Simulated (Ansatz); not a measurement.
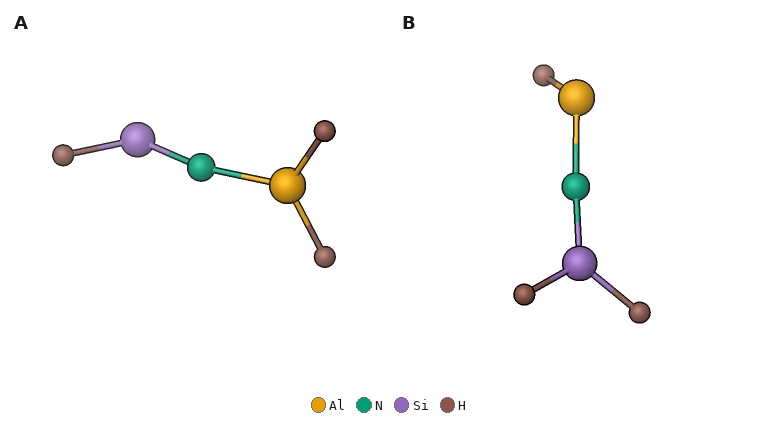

2 stationary structures of one formula. The species is neutral and a spin doublet. Geometries: PBE0-D4/def2-TZVP. Electronic energies: UHF-CCSD(T) (frozen core)/def2-TZVPP (Ansatz 0.2.0), without zero-point energy. No frequency run is at hand to confirm each as a minimum.

Which is lowest in energy, and by how much?

Answer. A is lowest (Cs); B lies 4.1 kJ/mol above it.
